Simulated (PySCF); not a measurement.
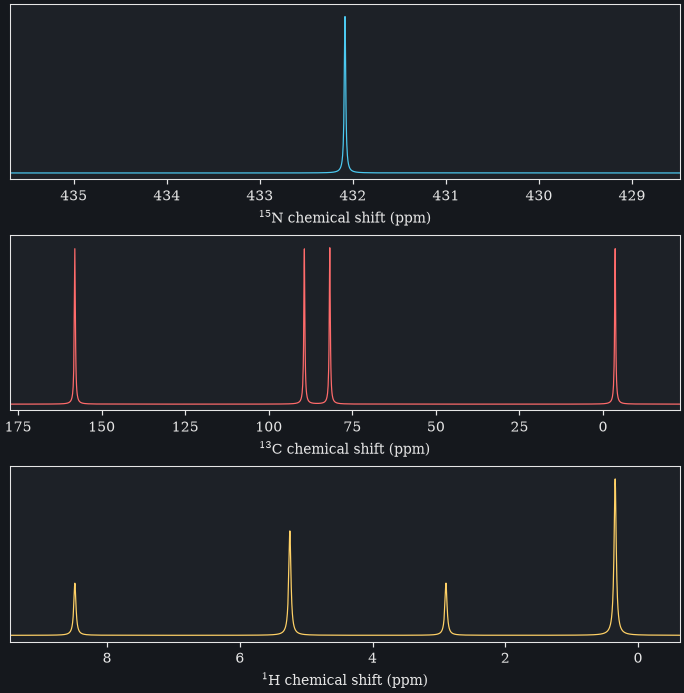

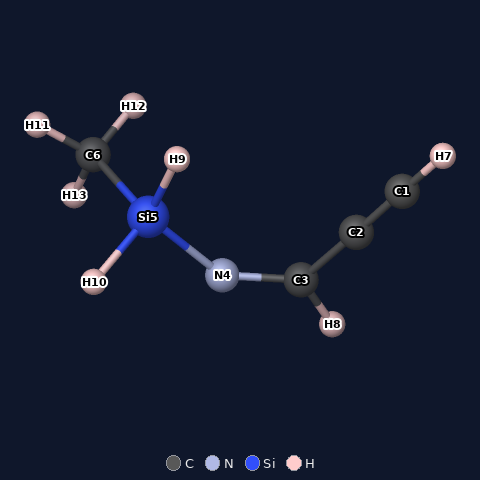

Spectrum and numbered structure of C₄H₇NSi, SMILES C#C/C=N\[SiH2]C. GIAO shifts, PBE0/pcSseg-1, PySCF 2.14.0, at a GFN2-xTB geometry (no frequency check), against NH₃ for ¹⁵N, TMS for ¹³C and TMS for ¹H computed at the same level (¹⁵N: a single molecule, while the usual scales start at liquid NH₃ or nitromethane; multiply bonded nitrogen can come out tens of ppm too deshielded). Gas phase, fully decoupled, line heights follow the number of nuclei, widths are arbitrary (no quadrupolar broadening); values of one conformer, averaged over nuclei that symmetry, rotation about single bonds or inversion at nitrogen exchange, these motions taken as fast; other conformers aren't averaged in.

### Where does the ¹⁵N line lie?

At 432.1 ppm (N4).

### Which atoms give which ¹³C line?

```
δ (ppm)  nuclei  atoms
  158.0       1     C3
   89.4       1     C1
   81.8       1     C2
   −3.6       1     C6
```

### Which atoms give which ¹H line?

| δ (ppm) | nuclei | atoms |
| --- | --- | --- |
| 8.49 | 1 | H8 |
| 5.25 | 2 | H9, H10 |
| 2.89 | 1 | H7 |
| 0.35 | 3 | H11, H12, H13 |

Note: the tight-binding geometry is rougher than a DFT one and adds to the error.
